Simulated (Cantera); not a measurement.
Feed: 1 mol Si3N4, 120 mol H2, a varied amount of N2, equilibrated at 1873.15 K and 13300 Pa.

These are equilibrium values from Cantera (NASA tables, ideal gas, pure condensed phases), not measurements of a reactor. Candidate condensed phases: Si, Si3N4; 18 gas species. Gases not in the tables: Si2H6 and higher silanes. Rates play no part.

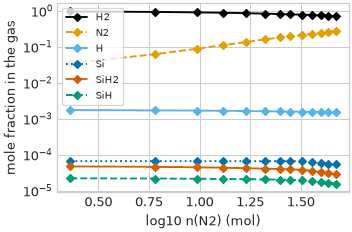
Figure: Equilibrium gas composition (values under 1e-9 drawn at 1e-9)

From 2.3 mol N2 to 28 mol N2 the condensed part is Si(l). From 32 mol N2 to 47 mol N2 the condensed part is Si3N4(s). The main Si-bearing gas is Si throughout.
